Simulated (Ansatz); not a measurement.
**singlet AlH3: levels of theory compared**

We compute a comparison of 6 runs (HF/3-21G, wB97M-V/3-21G, B2PLYP/6-31G*, revPBE/6-31G*, BCCD(T)/3-21G, BCCD(T)/6-31G*) of singlet AlH3. 

The results are computed with Ansatz 0.2.0.

### 1 The system as given

The species is AlH3 (4 atoms), meant as a singlet with charge 0. As SMILES of the parent species, `[AlH3-]`. Geometry: a GFN2-xTB relaxation, a rough one for these elements and not checked as a minimum. That shape belongs to the parent species and isn't relaxed for this state.

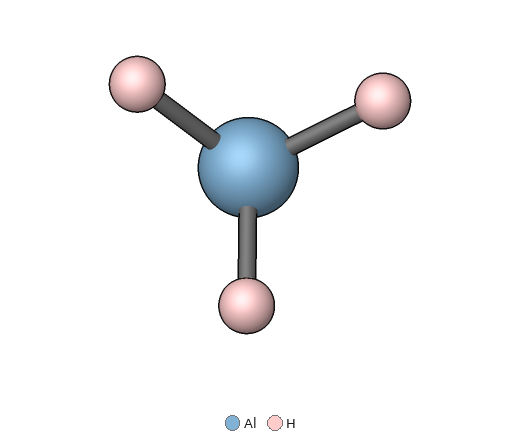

The structure, seen from a chosen angle (aluminium light blue, hydrogen pink).

### 2 The energy at HF/3-21G (run 1)

job.yaml reads:

```yaml
crystal:
  periodic: [false, false, false]
  atoms:
    - {symbol: Al, position_ang: [-0.161060, 0.455350, -0.307260]}
    - {symbol: H, position_ang: [0.471920, 0.754070, 1.224440]}
    - {symbol: H, position_ang: [-1.350110, -0.683860, 0.050500]}
    - {symbol: H, position_ang: [1.039250, -0.525560, -0.967690]}
basis:
  gaussian:
    orbitals: 3-21G.json
hamiltonian:
  xc: hf
accuracy: high
```

The basis set 3-21G is read from a file made from the Basis Set Exchange's data (not shown).

On the command line:

```
ansatz run job.yaml --threads 1 --pin off --max-ram 2610MiB --events-out events.jsonl --progress --plain --runs-dir runs
```

Output:

```text
Warning: RAYON_NUM_THREADS=1 ignored (pool sized by the plan → 1); use --threads N
Functional definition: HF
  name "HF"
  exchange = exact_x
  correlation = 0
371 factors; integrals over basis functions are off by at most 3.3e-9 eV
mean field evaluation 1: about -6590.8110 eV, gradient 7.5e0 eV
mean field evaluation 2: about -6590.8141 eV, gradient 7.5e0 eV
mean field evaluation 4: about -6591.2037 eV, gradient 3.8e-1 eV
mean field evaluation 8: about -6591.2051 eV, gradient 1.7e-4 eV
mean field -6591.20510530 eV, -242.2223199406 hartree, gradient 1.3e-8 eV, S^2 0.000000; 0 other end points of the search recorded, 0 dependent functions left out
reference -6591.20510530 eV, -242.2223199406 hartree; 8, 8 occupied and 11, 11 virtual orbitals, 371 factors
Total energy: -6591.20510530 eV, -242.2223199406 hartree
```

Wall time 0.08 s (1 thread of Arm Neoverse V2, shared host).

### 3 A single-point energy at wB97M-V/3-21G (run 2)

in.yaml reads:

```yaml
crystal:
  periodic: [false, false, false]
  atoms:
    - {symbol: Al, position_ang: [-0.161060, 0.455350, -0.307260]}
    - {symbol: H, position_ang: [0.471920, 0.754070, 1.224440]}
    - {symbol: H, position_ang: [-1.350110, -0.683860, 0.050500]}
    - {symbol: H, position_ang: [1.039250, -0.525560, -0.967690]}
basis:
  gaussian: {orbitals: 3-21G.json}
hamiltonian: {xc: {name: wB97M-V}}
accuracy: high
```

The basis set 3-21G is read from a file made from the Basis Set Exchange's data (not shown).

On the command line:

```
ansatz run in.yaml --threads 1 --pin off --max-ram 2610MiB --events-out events.jsonl --progress --plain --runs-dir runs
```

Output:

```text
Warning: RAYON_NUM_THREADS=1 ignored (pool sized by the plan → 1); use --threads N
Functional definition: wB97M-V
  name "wB97M-V"
  parameter omega = 0.3/bohr
  parameter cx = 0.15
  parameter cx01 = 1.007
  parameter cx10 = 0.259
  parameter css00 = 0.443
  parameter css04 = -1.437
  parameter css10 = -4.535
  parameter css20 = -3.390
  parameter css43 = 4.278
  parameter cos00 = 1.000
  parameter cos10 = 1.358
  parameter cos20 = 2.924
  parameter cos21 = -8.812
  parameter cos60 = -1.390
  parameter cos61 = 9.142
  parameter b = 6.0
  parameter c = 0.01
  gx(w, u) = 1 - cx + cx01*u + cx10*w
  gss(w, u) = css00 + css04*u^4 + css10*w + css20*w^2 + css43*w^4*u^3
  gos(w, u) = cos00 + cos10*w + (cos20 + cos21*u)*w^2 + (cos60 + cos61*u)*w^6
  exchange = spin_sum(e_x_unif_sr(omega)*gx(b97_w, b97_u_x)) + cx*exact_x_sr(omega) + exact_x_lr(omega)
  correlation = spin_sum(e_c_pw_mod_same_spin*gss(b97_w, b97_u_same))
      + integral(e_c_pw_mod_opposite_spin*gos(b97_w_opposite, b97_u_opposite)) + vv10(b, c)
371 factors; integrals over basis functions are off by at most 3.3e-9 eV
164 factors; integrals over basis functions are off by at most 2.5e-9 eV
mean field evaluation 1: about -6605.0656 eV, gradient 9.2e0 eV
mean field evaluation 2: about -6605.5852 eV, gradient 2.6e0 eV
mean field evaluation 4: about -6605.6151 eV, gradient 4.9e-1 eV
mean field evaluation 8: about -6605.6136 eV, gradient 1.7e-2 eV
mean field evaluation 16: about -6605.6136 eV, gradient 1.9e-7 eV
mean field -6605.61358678 eV, -242.7518218686 hartree, gradient 2.9e-8 eV, S^2 0.000000; 0 other end points of the search recorded, 0 dependent functions left out
reference -6605.61359110 eV, -242.7518220270 hartree; 8, 8 occupied and 11, 11 virtual orbitals, 371 factors
Total energy: -6605.61359110 eV, -242.7518220270 hartree
```

Wall time 9.3 s (1 thread of Arm Neoverse V2, shared host); peak memory 0.22 GiB.

Runs 3 to 5 aren't shown in full; the table further down has their settings and results.

### 4 A single-point energy at BCCD(T)/6-31G(d) (spherical functions) (run 6)

in.yaml reads:

```yaml
crystal:
  periodic: [false, false, false]
  atoms:
    - symbol: Al
      position_ang: [-0.161060, 0.455350, -0.307260]
    - symbol: H
      position_ang: [0.471920, 0.754070, 1.224440]
    - symbol: H
      position_ang: [-1.350110, -0.683860, 0.050500]
    - symbol: H
      position_ang: [1.039250, -0.525560, -0.967690]
basis:
  gaussian:
    orbitals: 6-31G_st_-spherical.json
accuracy: high
scf:
  omitted_lower_state_checks: [cluster_reference, increment]
correlation:
  method: bccd_t
  frozen_orbitals: {Al: 5, H: 0}
```

The basis set 6-31G* is read from a file made from the Basis Set Exchange's data (not shown).

On the command line:

```
ansatz run in.yaml --threads 1 --pin off --max-ram 2610MiB --events-out events.jsonl --progress --plain --runs-dir runs
```

Output:

```text
Warning: RAYON_NUM_THREADS=1 ignored (pool sized by the plan → 1); use --threads N
[... 4 set-up lines as earlier in the session ...]
these checks for a lower state are left out or cut short: cluster_reference, increment
453 factors; integrals over basis functions are off by at most 3.8e-9 eV
mean field evaluation 1: about -6626.8527 eV, gradient 9.0e0 eV
mean field evaluation 2: about -6626.8566 eV, gradient 9.0e0 eV
mean field evaluation 4: about -6627.3144 eV, gradient 4.0e-1 eV
mean field evaluation 8: about -6627.3158 eV, gradient 2.4e-7 eV
mean field -6627.31576468 eV, -243.5493621959 hartree, gradient 4.6e-8 eV, S^2 0.000000; 0 other end points of the search recorded, 0 dependent functions left out
5 core orbitals not correlated: weight in the atoms' cores, before any rotation towards them, 1.000 or more for the frozen orbitals, at most 0.000 for the correlated occupied ones
reference -6627.31576468 eV, -243.5493621959 hartree; 3, 3 occupied and 16, 16 virtual orbitals, 453 factors
second order -1.59657855 eV of doubles, -0.00000000 eV of singles
cycle   1  -2.01265884 eV  change   -4.2e-1 eV  update   6.4e-2
cycle   2  -2.23603414 eV  change   -2.2e-1 eV  update   2.8e-2
cycle   3  -2.23956086 eV  change   -3.5e-3 eV  update   6.1e-3
cycle   4  -2.23742873 eV  change    2.1e-3 eV  update   1.6e-3
cycle   5  -2.23739873 eV  change    3.0e-5 eV  update   6.0e-4
cycle   6  -2.23717991 eV  change    2.2e-4 eV  update   1.5e-4
cycle   7  -2.23726172 eV  change   -8.2e-5 eV  update   4.5e-5
cycle   8  -2.23727841 eV  change   -1.7e-5 eV  update   1.3e-5
cycle   9  -2.23726818 eV  change    1.0e-5 eV  update   3.4e-6
cycle  10  -2.23727074 eV  change   -2.6e-6 eV  update   9.2e-7
cycle  11  -2.23727093 eV  change   -1.9e-7 eV  update   3.6e-7
cycle  12  -2.23727078 eV  change    1.5e-7 eV  update   1.9e-7
cycle  13  -2.23727077 eV  change    1.3e-8 eV  update   1.0e-7
cycle  14  -2.23727079 eV  change   -2.7e-8 eV  update   5.4e-8
cycle  15  -2.23727080 eV  change   -5.8e-9 eV  update   3.0e-8
cycle  16  -2.23727080 eV  change   3.0e-10 eV  update   1.8e-8
cycle  17  -2.23727063 eV  change    1.7e-7 eV  update   7.5e-8
cycle  18  -2.23727056 eV  change    7.6e-8 eV  update   2.8e-8
cycle  19  -2.23727055 eV  change    7.8e-9 eV  update   7.3e-9
cycle  20  -2.23727055 eV  change   -1.3e-9 eV  update   2.5e-9
cycle  21  -2.23727055 eV  change  -6.8e-10 eV  update  9.5e-10
cycle  22  -2.23727055 eV  change  -1.1e-10 eV  update  2.3e-10
perturbative correction -0.04499353 eV, -0.0016534818 hartree
Total energy: -6629.59802876 eV, -243.6332338540 hartree
Checks for a lower state left out: cluster_reference, increment
```

It took 0.22 s on 1 thread of Arm Neoverse V2, shared host.

### 5 Overview of the runs

```
run                                 level  frozen core orbitals  energy (Eh)  wall time
  1                              HF/3-21G                     –  -242.222320     0.08 s
  2                         wB97M-V/3-21G                     –  -242.751822      9.3 s
  3   B2PLYP/6-31G* (spherical functions)                     5  -243.981518      1.1 s
  4   revPBE/6-31G* (spherical functions)                     –  -244.068346     0.74 s
  5                         BCCD(T)/3-21G                     5  -242.293200     0.14 s
  6  BCCD(T)/6-31G* (spherical functions)                     5  -243.633234     0.22 s
```

### 6 Results

| quantity | value |
| --- | --- |
| run 6: total energy | -243.63323 Eh |
| run 6: correlation energy (5 core orbitals frozen) | -83.9 mEh |
| run 6: (T) correction | -1.65 mEh |

In words: Totals of different functionals can't be ranked against each other. All runs together took 12 s, the longest 9.3 s.
